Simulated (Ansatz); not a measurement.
# Structural relaxation of a frame of liquid aqueous KCl from 298 K (187 atoms), part 2 of 3

Wanted: the relaxed structure of a frame of liquid aqueous KCl from 298 K (187 atoms) and its electronic structure.

Ansatz 0.2.0; Kohn-Sham DFT, PBEsol, PAW (set soft_2), plane waves.

The cell: 59 O, 118 H, 5 K and 5 Cl. The network of contacts between molecules at the start is that of the classical potential that made the cell. The functional has no dispersion term. Only the Γ point is sampled, in a cell whose shortest periodic width is 13 Å.

So far. Step 2 (Single point at the start): Neighbours are counted within 1.21 Å (H-O), 3.18 Å (O-K), 3.57 Å (Cl-K).

### 3. Cell and atoms relaxed

The cell is relaxed with the atoms, since the starting lattice needn't suit this functional.

input.yaml reads:

```yaml
crystal:
  lattice:
    - [12.67501, 0.0, 0.0]
    - [0.0, 12.67501, 0.0]
    - [0.0, 0.0, 12.67501]
  atoms:
    [... the 187 atom lines of step 2 ...]
kpoints:
  mp_grid: { grid: [1, 1, 1] }
hamiltonian:
  xc: pbesol
scf:
  occupations: { method: gaussian, width: 0.025 }
output:
  forces: true
relax:
  f_tol: 0.05
  max_steps: 200
  cell: {}
```

The run is started by

```
$ ansatz run input.yaml --threads 4 --pin off --max-ram 8192MiB --backend cpu --events-out ev --progress --plain --runs-dir out
```

Numbers of over 12 decimals in the logs are rounded to 6 here.

The program printed:

```text
[...]
Crystal: 187 atoms, lattice volume = 2036.315 Å³
Basis set: ecut = 420 eV, 39607 PW (Γ), exchange–correlation on 180×180×180 points (8 copies of the dense FFT grid, shifted against one another)
Bands: 463, of which v1, the nominal top of the filled ones, is band 276 counted from 1 (275 counted from 0)
Symmetry: 1 space group operations
[...]
k-points: 1
[...]
SCF iter   1: F=—  HF=-47864.619845 eV  |F-HF|=—  |Δ(HF+E_count)|=         —  Δρ=5.81e-3  dr2=5.83e-1  ethr=1.77e-3  ⟨swp⟩=6.0  Hψ=2158  notcnv=0  defer=105
[...]
SCF iter   9: F=-47864.405460 eV  HF=-47864.405460 eV  |F-HF|=2.52e-8  |Δ(HF+E_count)|=   2.54e-7  Δρ=2.26e-6  dr2=9.24e-8  ethr=1.81e-11  ⟨swp⟩=3.0  Hψ=1336  notcnv=0
SCF 1 converged in 9 iterations: F = -47864.405460 eV  dr2 = 9.24e-8
[...]
relax step   1: F+E_penalty+E_count = -47864.40545977 eV  Δ(F+E_penalty+E_count) = +0.000e0 eV  max|allowed force component| = 1.394e0 eV/Å  Δτ_max = 0.0000 Å  P = -1.925 GPa  Ω = 2036.315 Å³  (9 SCF iters, dr2 threshold 1.00e-7 eV, accepted)
[... from here on, the SCF cycles and remarks between the steps are left out ...]
relax step   2: F+E_penalty+E_count = -47869.09470679 eV  Δ(F+E_penalty+E_count) = -4.689e0 eV  max|allowed force component| = 1.102e0 eV/Å  Δτ_max = 0.1947 Å  P = -1.359 GPa  Ω = 2031.644 Å³  energy of the carried Pulay correction = +1.706e-2 eV  (7 SCF iters, dr2 threshold 1.87e-5 eV, accepted)
relax step   3: F+E_penalty+E_count = -47871.15888713 eV  Δ(F+E_penalty+E_count) = -2.064e0 eV  max|allowed force component| = 1.599e0 eV/Å  Δτ_max = 0.1948 Å  P = -0.908 GPa  Ω = 2005.997 Å³  energy of the carried Pulay correction = +1.115e-1 eV  (7 SCF iters, dr2 threshold 1.87e-5 eV, accepted)
relax step   4: F+E_penalty+E_count = -47872.37728871 eV  Δ(F+E_penalty+E_count) = -1.218e0 eV  max|allowed force component| = 8.239e-1 eV/Å  Δτ_max = 0.1976 Å  P = +0.272 GPa  Ω = 1975.960 Å³  energy of the carried Pulay correction = +2.236e-1 eV  (7 SCF iters, dr2 threshold 1.87e-5 eV, accepted)
relax step   5: F+E_penalty+E_count = -47873.09391888 eV  Δ(F+E_penalty+E_count) = -7.166e-1 eV  max|allowed force component| = 6.280e-1 eV/Å  Δτ_max = 0.2000 Å  P = +0.171 GPa  Ω = 1972.128 Å³  energy of the carried Pulay correction = +2.380e-1 eV  (7 SCF iters, dr2 threshold 1.87e-5 eV, accepted)
relax step   6: F+E_penalty+E_count = -47873.65376182 eV  Δ(F+E_penalty+E_count) = -5.598e-1 eV  max|allowed force component| = 1.476e0 eV/Å  Δτ_max = 0.1912 Å  P = -0.274 GPa  Ω = 1964.523 Å³  energy of the carried Pulay correction = +2.667e-1 eV  (7 SCF iters, dr2 threshold 1.87e-5 eV, accepted)
relax step   7: F+E_penalty+E_count = -47874.19222813 eV  Δ(F+E_penalty+E_count) = -5.385e-1 eV  max|allowed force component| = 6.603e-1 eV/Å  Δτ_max = 0.2000 Å  P = -0.127 GPa  Ω = 1966.311 Å³  energy of the carried Pulay correction = +2.599e-1 eV  (7 SCF iters, dr2 threshold 1.87e-5 eV, accepted)
relax step   8: F+E_penalty+E_count = -47874.48658849 eV  Δ(F+E_penalty+E_count) = -2.944e-1 eV  max|allowed force component| = 6.031e-1 eV/Å  Δτ_max = 0.1931 Å  P = -0.199 GPa  Ω = 1967.584 Å³  energy of the carried Pulay correction = +2.551e-1 eV  (7 SCF iters, dr2 threshold 1.87e-5 eV, accepted)
relax step   9: F+E_penalty+E_count = -47874.68644064 eV  Δ(F+E_penalty+E_count) = -1.999e-1 eV  max|allowed force component| = 4.166e-1 eV/Å  Δτ_max = 0.2000 Å  P = -0.102 GPa  Ω = 1965.983 Å³  energy of the carried Pulay correction = +2.612e-1 eV  (7 SCF iters, dr2 threshold 1.87e-5 eV, accepted)
relax step  10: F+E_penalty+E_count = -47874.86418998 eV  Δ(F+E_penalty+E_count) = -1.777e-1 eV  max|allowed force component| = 4.371e-1 eV/Å  Δτ_max = 0.1909 Å  P = -0.025 GPa  Ω = 1964.455 Å³  energy of the carried Pulay correction = +2.669e-1 eV  (7 SCF iters, dr2 threshold 1.08e-5 eV, accepted)
relax step  11: F+E_penalty+E_count = -47875.00891122 eV  Δ(F+E_penalty+E_count) = -1.447e-1 eV  max|allowed force component| = 3.454e-1 eV/Å  Δτ_max = 0.2000 Å  P = +0.008 GPa  Ω = 1963.406 Å³  energy of the carried Pulay correction = +2.709e-1 eV  (7 SCF iters, dr2 threshold 1.19e-5 eV, accepted)
relax step  12: F+E_penalty+E_count = -47875.10845223 eV  Δ(F+E_penalty+E_count) = -9.954e-2 eV  max|allowed force component| = 4.007e-1 eV/Å  Δτ_max = 0.1924 Å  P = +0.027 GPa  Ω = 1965.047 Å³  energy of the carried Pulay correction = +2.647e-1 eV  (7 SCF iters, dr2 threshold 7.46e-6 eV, accepted)
relax step  13: F+E_penalty+E_count = -47875.17416952 eV  Δ(F+E_penalty+E_count) = -6.572e-2 eV  max|allowed force component| = 4.941e-1 eV/Å  Δτ_max = 0.1907 Å  P = -0.073 GPa  Ω = 1967.262 Å³  energy of the carried Pulay correction = +2.563e-1 eV  (7 SCF iters, dr2 threshold 1.00e-5 eV, accepted)
relax step  14: F+E_penalty+E_count = -47875.27309131 eV  Δ(F+E_penalty+E_count) = -9.892e-2 eV  max|allowed force component| = 1.954e-1 eV/Å  Δτ_max = 0.2000 Å  P = -0.022 GPa  Ω = 1965.578 Å³  energy of the carried Pulay correction = +2.627e-1 eV  (7 SCF iters, dr2 threshold 1.53e-5 eV, accepted)
[...]
relax step  37: F+E_penalty+E_count = -47876.09673711 eV  Δ(F+E_penalty+E_count) = -4.636e-3 eV  max|allowed force component| = 1.351e-2 eV/Å  Δτ_max = 0.0293 Å  P = -0.002 GPa  Ω = 1955.187 Å³  energy of the carried Pulay correction = +3.021e-1 eV  (10 SCF iters, accepted)
relax step  38: F+E_penalty+E_count = -47876.10105960 eV  Δ(F+E_penalty+E_count) = -4.322e-3 eV  max|allowed force component| = 8.757e-2 eV/Å  Δτ_max = 0.0675 Å  P = -0.005 GPa  Ω = 1954.405 Å³  energy of the carried Pulay correction = +3.050e-1 eV  (10 SCF iters, accepted)
[...]
relax step  40: F+E_penalty+E_count = -47876.10413929 eV  Δ(F+E_penalty+E_count) = -8.348e-4 eV  max|allowed force component| = 2.943e-2 eV/Å  Δτ_max = 0.0169 Å  P = -0.003 GPa  Ω = 1953.987 Å³  energy of the carried Pulay correction = +3.066e-1 eV  (6 SCF iters, dr2 threshold 3.32e-7 eV, accepted)
relax step  41: F+E_penalty+E_count = -47875.93790293 eV  Δ(F+E_penalty+E_count) = +1.662e-1 eV  max|allowed force component| = 2.724e-2 eV/Å  Δτ_max = 0.0000 Å  P = -0.144 GPa  Ω = 1953.987 Å³  stress off target by 2.50e-1 GPa  SCF on the basis re-selected at this cell (its energy is not comparable with the rows above)  (6 SCF iters)
relax step  42: F+E_penalty+E_count = -47875.99962626 eV  Δ(F+E_penalty+E_count) = -6.172e-2 eV  max|allowed force component| = 1.556e-1 eV/Å  Δτ_max = 0.1010 Å  P = -0.037 GPa  Ω = 1942.354 Å³  energy of the carried Pulay correction = +4.245e-2 eV  (8 SCF iters, dr2 threshold 1.57e-7 eV, accepted)
relax step  43: F+E_penalty+E_count = -47876.06276375 eV  Δ(F+E_penalty+E_count) = -6.314e-2 eV  max|allowed force component| = 8.581e-2 eV/Å  Δτ_max = 0.0323 Å  P = +0.081 GPa  Ω = 1928.285 Å³  energy of the carried Pulay correction = +9.316e-2 eV  (7 SCF iters, dr2 threshold 1.51e-6 eV, accepted)
relax step  44: F+E_penalty+E_count = -47876.06450294 eV  Δ(F+E_penalty+E_count) = -1.739e-3 eV  max|allowed force component| = 4.788e-2 eV/Å  Δτ_max = 0.0332 Å  P = +0.028 GPa  Ω = 1928.765 Å³  energy of the carried Pulay correction = +9.136e-2 eV  (7 SCF iters, dr2 threshold 4.60e-7 eV, accepted)
relax step  45: F+E_penalty+E_count = -47875.98592157 eV  Δ(F+E_penalty+E_count) = +7.858e-2 eV  max|allowed force component| = 4.802e-2 eV/Å  Δτ_max = 0.0000 Å  P = -0.008 GPa  Ω = 1928.765 Å³  stress off target by 7.54e-2 GPa  SCF on the basis re-selected at this cell (its energy is not comparable with the rows above)  (6 SCF iters)
relax step  46: F+E_penalty+E_count = -47876.03167304 eV  Δ(F+E_penalty+E_count) = -4.575e-2 eV  max|allowed force component| = 1.561e-1 eV/Å  Δτ_max = 0.0911 Å  P = -0.025 GPa  Ω = 1918.737 Å³  energy of the carried Pulay correction = +3.685e-2 eV  (9 SCF iters, dr2 threshold 1.42e-8 eV, accepted)
relax step  47: F+E_penalty+E_count = -47876.03707253 eV  Δ(F+E_penalty+E_count) = -5.399e-3 eV  max|allowed force component| = 5.375e-2 eV/Å  Δτ_max = 0.0442 Å  P = +0.003 GPa  Ω = 1917.883 Å³  energy of the carried Pulay correction = +3.995e-2 eV  (6 SCF iters, dr2 threshold 1.52e-6 eV, accepted)
relax step  48: F+E_penalty+E_count = -47876.03909522 eV  Δ(F+E_penalty+E_count) = -2.023e-3 eV  max|allowed force component| = 6.521e-2 eV/Å  Δτ_max = 0.0197 Å  P = +0.009 GPa  Ω = 1917.645 Å³  energy of the carried Pulay correction = +4.082e-2 eV  (7 SCF iters, dr2 threshold 1.81e-7 eV, accepted)
relax step  49: F+E_penalty+E_count = -47876.04215825 eV  Δ(F+E_penalty+E_count) = -3.063e-3 eV  max|allowed force component| = 2.864e-2 eV/Å  Δτ_max = 0.0196 Å  P = -0.005 GPa  Ω = 1917.133 Å³  energy of the carried Pulay correction = +4.267e-2 eV  (7 SCF iters, dr2 threshold 2.66e-7 eV, accepted)
relax step  50: F+E_penalty+E_count = -47876.00821318 eV  Δ(F+E_penalty+E_count) = +3.395e-2 eV  max|allowed force component| = 2.920e-2 eV/Å  Δτ_max = 0.0000 Å  P = -0.015 GPa  Ω = 1917.133 Å³  stress off target by 4.45e-2 GPa  SCF on the basis re-selected at this cell (its energy is not comparable with the rows above)  (5 SCF iters)
[...]
SCF converged after 5 iterations
Free energy (F): -47876.008213 eV
[...]
Internal energy: -47876.008213 eV  (E = F + TS)
E sigma→0 (E₀):  -47876.008213 eV
Fermi energy:    0.807853 eV
[...]
--- Forces (eV/Å), atoms counted from 1 ---
  atom   1  O      0.00807635     0.00291269     0.00286886
  atom   2  H     -0.00395616    -0.00166617    -0.00187639
  atom   3  H     -0.00491377     0.00115071     0.00011986
  atom   4  O     -0.00331954     0.00106931    -0.00415759
  atom   5  H      0.00466541     0.00148753     0.00269656
  atom   6  H      0.00033071    -0.00092439     0.00152795
  atom   7  O     -0.00006915    -0.00152813    -0.00330381
  atom   8  H      0.00031572     0.00020505     0.00351052
  atom   9  H     -0.00264274    -0.00157039     0.00114325
  atom  10  O     -0.00300157     0.00322995     0.00120328
  atom  11  H     -0.00382937    -0.00210878     0.00047521
  atom  12  H      0.00653469    -0.00399983     0.00046613
  atom  13  O      0.00031109     0.00353862     0.00020675
  atom  14  H      0.00037479    -0.00144503    -0.00078381
[...]
atom 186  Cl     0.00004079     0.00007861     0.00021165
  atom 187  Cl     0.00224058    -0.00215318     0.00013390
  max |Σ_I F_I| component: 1.73e-5 eV/Å
--- Stress (GPa, compression-positive) ---
       -0.036332       0.002847      -0.020126
        0.002847      -0.018758      -0.019455
       -0.020126      -0.019455       0.011475
  P = ⅓ Tr σ = -0.0145 GPa (-0.145 kbar)
--- Relaxed structure (47 steps of the walk, 43 accepted, 3 SCFs on fresh bases) ---
  F+E_penalty+E_count = -47876.00821318 eV   max|allowed force component| = 2.920e-2 eV/Å   (the final SCF, on the basis selected at the relaxed cell)
  cell:  # Å, volume = 1917.1329 Å³
    - [12.245355, 0.070392, -0.368533]
    - [0.070392, 12.214920, -0.263207]
    - [-0.368533, -0.263207, 12.834209]
  atoms:
    - { symbol: O, position: [0.358002, 0.334750, 0.351315] }
    - { symbol: H, position: [0.361065, 0.406867, 0.389447] }
    - { symbol: H, position: [0.428567, 0.295050, 0.369524] }
    - { symbol: O, position: [0.077167, 0.489099, 0.202444] }
[...]
- { symbol: Cl, position: [0.699211, 0.885955, 0.925804] }
```

Wall time 8 min (4 threads of Intel Xeon 6975P-C (Granite Rapids), shared host); peak memory 2.9 GiB; 30 min of CPU time.

The steps of the relaxation (22 of 50):

```csv
step,energy less that of the first step (eV),largest force component (eV/Å),pressure (GPa),volume (Å³)
1,0.0000,1.3941,-1.93,2036.31
3,-6.7534,1.5989,-0.91,2006.00
6,-9.2483,1.4761,-0.27,1964.52
8,-10.0811,0.6031,-0.20,1967.58
10,-10.4587,0.4371,-0.03,1964.46
13,-10.7687,0.4941,-0.07,1967.26
15,-10.9341,0.3595,-0.03,1966.80
17,-11.0980,0.5900,-0.05,1967.85
20,-11.2955,0.2629,-0.01,1964.87
22,-11.4025,0.4995,-0.03,1962.27
24,-11.4517,1.0303,-0.05,1957.36
27,-11.6100,0.1741,0.00,1954.31
29,-11.6404,0.1130,-0.01,1953.31
31,-11.5977,0.1423,-0.04,1961.76
34,-11.6815,0.0993,0.02,1956.27
36,-11.6890,0.0854,0.02,1954.21
38,-11.6956,0.0876,0.00,1954.40
41*,-11.5324,0.0272,-0.14,1953.99
43,-11.6573,0.0858,0.08,1928.29
45*,-11.5805,0.0480,-0.01,1928.77
48,-11.6336,0.0652,0.01,1917.65
50*,-11.6028,0.0292,-0.01,1917.13
```

Relaxation steps marked * repeat the geometry before them on a plane-wave basis chosen anew for their cell, so energy and pressure can jump there. Other such steps can lie between the rows shown. Relaxation steps 24, 28, 31, 36 were tried and not accepted.

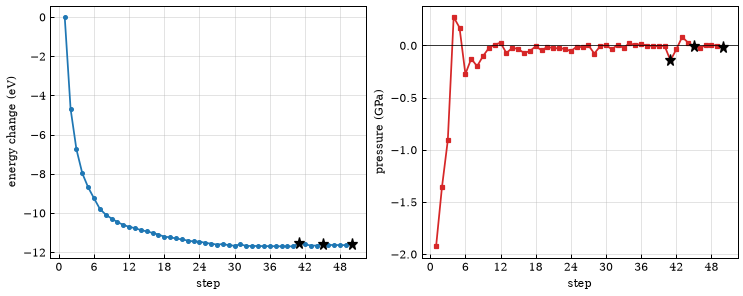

Energy and pressure along the relaxation. Stars mark steps on a basis chosen anew.

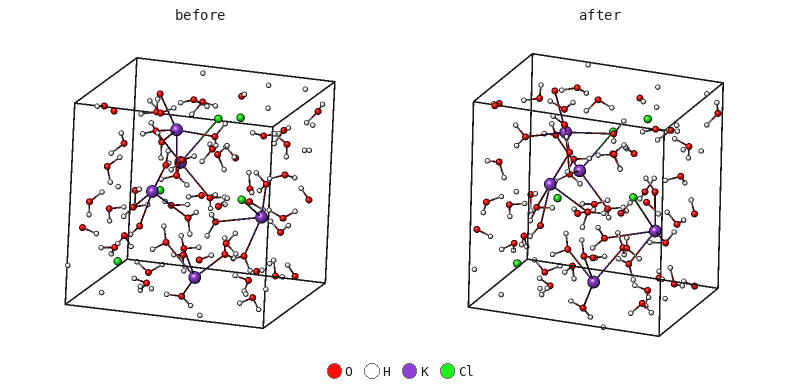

Before and after, at one scale. Bonds to atoms that aren't drawn are left out.

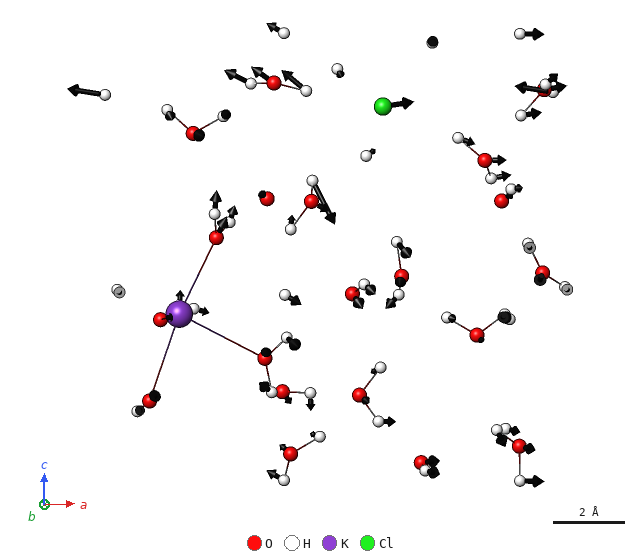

Displacements in the relaxation, scaled, measured against the changing cell; the longest in the cell stands for 2.03 Å. Drawn is a slice 4 Å thick, seen along the normal of the ac plane. Bonds to atoms that aren't drawn are left out.

```csv
cell as run,before,after,change
a (Å),12.675,12.251,-3.3 %
b (Å),12.675,12.218,-3.6 %
c (Å),12.675,12.842,+1.3 %
α (°),90.00,92.42,+2.7 %
β (°),90.00,93.37,+3.7 %
γ (°),90.00,89.30,-0.8 %
volume (Å³/atom),10.89,10.25,-5.9 %
```

The atoms that moved most (Å, as changes of fractional coordinates times the final cell):

```csv
atom,dx,dy,dz,length
H50,0.825,-0.842,-1.658,2.034
H113,-1.612,1.068,-0.222,1.947
H86,0.069,-1.477,0.944,1.754
H164,-1.402,0.852,0.167,1.649
H116,0.327,-1.335,-0.253,1.398
H41,-0.757,0.364,-1.088,1.374
O85,0.049,-1.061,0.852,1.361
H177,0.419,-1.129,-0.478,1.296
```

The relaxation changed the energy by -62.0 meV/atom, and atoms moved by 0.69 Å r.m.s., 2.0 Å at most.

### 4. Structure statistics after relaxation

Bonds before and after, by the cutoffs listed below:

```csv
pair,bonds before,bonds after,mean before (Å),mean after (Å),spread before (Å),spread after (Å)
H-O,118,118,1.000,0.999,0.000,0.014
Cl-K,3,2,3.396,3.329,0.135,0.185
```

Density 1.24 g/cm³, 10.25 Å³ an atom.

Pair distribution functions g(r), in bins of 0.2 Å:

```csv
r (Å),total,H-H,H-O,H-Cl,H-K,O-O,O-Cl
0.90,3.21,0.00,8.05,0.00,0.00,0.00,0.00
1.10,1.99,0.00,5.00,0.00,0.00,0.00,0.00
1.30,0.00,0.00,0.00,0.00,0.00,0.00,0.00
1.50,0.86,1.60,0.55,0.00,0.00,0.00,0.00
1.70,1.15,0.95,1.93,0.00,0.00,0.00,0.00
1.90,0.40,0.32,0.68,0.00,0.00,0.00,0.00
2.10,0.87,1.69,0.11,4.58,0.00,0.00,0.00
2.30,0.71,1.50,0.02,3.03,0.00,0.00,0.00
2.50,0.47,0.97,0.00,0.00,0.00,0.80,0.00
2.70,0.71,0.40,0.18,0.18,0.35,3.71,0.00
2.90,0.88,0.61,1.16,0.15,1.09,0.75,0.00
3.10,1.19,0.64,1.87,0.00,1.84,0.27,5.31
3.30,1.26,1.05,1.54,0.69,2.49,0.76,1.98
3.50,1.19,1.18,1.10,2.54,2.12,1.04,0.63
3.70,1.04,1.15,0.90,1.34,1.40,1.16,0.00
3.90,1.01,1.27,0.91,0.69,0.33,0.92,0.68
4.10,1.02,1.06,0.98,1.31,0.54,1.14,1.06
4.30,1.05,1.04,1.08,1.04,0.64,1.25,0.96
4.50,1.03,0.96,1.01,1.01,1.22,1.17,1.28
4.70,1.03,1.05,0.94,0.94,1.18,1.08,1.51
4.90,0.98,0.87,1.08,1.08,1.02,1.02,1.08
5.10,0.98,0.96,1.03,0.95,0.65,0.86,1.70
5.30,0.94,0.93,0.99,0.91,1.39,0.78,0.55
5.50,0.93,0.95,0.92,0.81,1.24,0.82,1.02
5.70,0.94,0.99,0.91,1.16,0.95,0.82,0.72
5.90,0.99,0.95,0.99,0.96,1.20,1.12,0.45
```

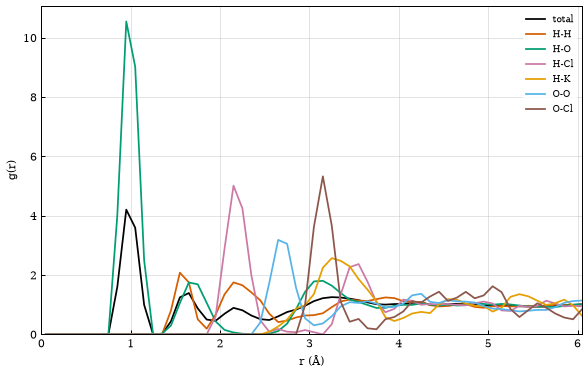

Pair distribution functions, lightly smoothed.

Bonds by pair of elements; cutoffs follow the first minimum of g(r), held within bounds set by covalent radii, and pairs that aren't listed don't count as bonded:

```csv
pair A-B,cutoff (Å),bonds,mean length (Å),spread (Å),shortest (Å),B about A,A about B
H-O,1.21,118,0.999,0.014,0.976,1,2
O-K,3.15,28,2.79,0.108,2.61,0.475,5.6
Cl-K,3.57,2,3.33,0.185,3.14,0.4,0.4
```

The cutoff for O-K falls short of the minimum of g(r), so counts run low and odd coordinations can be artefacts.

How many atoms have how many bonded neighbours:

```csv
element,mean,0,1,2,3,4,5,6,7
Cl,0.4,3,2,0,0,0,0,0,0
H,1,0,118,0,0,0,0,0,0
K,6,0,0,0,0,0,1,3,1
O,2.48,0,0,34,22,3,0,0,0
```

Bond angles (no mean is given where the spread exceeds 20°):

```csv
angle,count,mean (°),spread (°)
O-K-O,67,-,-
H-O-H,59,106,2.4
H-O-K,56,114,18.4
Cl-K-O,9,-,-
K-O-K,3,97.6,7.5
```

Hydrogen bonds between water molecules (O–O under 3.5 Å, H–O···O angle under 30°):

```csv
hydrogen bonds to other water,molecules
0,1
1,2
2,14
3,24
4,14
5,4
```

First shells of the ions:

```csv
ion,count,shell,mean number
K,5,water O within 3.6 A,6.6
```

Bond length by coordination (bonds to H left out):

```csv
element,coordination,atoms,mean bond length (Å)
Cl,1,2,3.33
K,5,1,2.80
K,6,3,2.83
K,7,1,2.85
O,3,22,2.81
O,4,3,2.75
```

The 59 water molecules hold 3.02 hydrogen bonds each to other water on average, with a mean O–O distance of 2.72 Å. Ion shells in this frame: K 6.6 (water O within 3.6 Å).

(Continued in part 3 of 3.)

[Logs are printed without paths, hosts, clocks, repeated set-up lines and the standing remarks that a program may print on its own settings, such as how far it seeks lower states.]

[Hosts, paths, dates, database ids (printed as entryN), source tags and the programs' standing remarks are cut or masked in the printed files.]
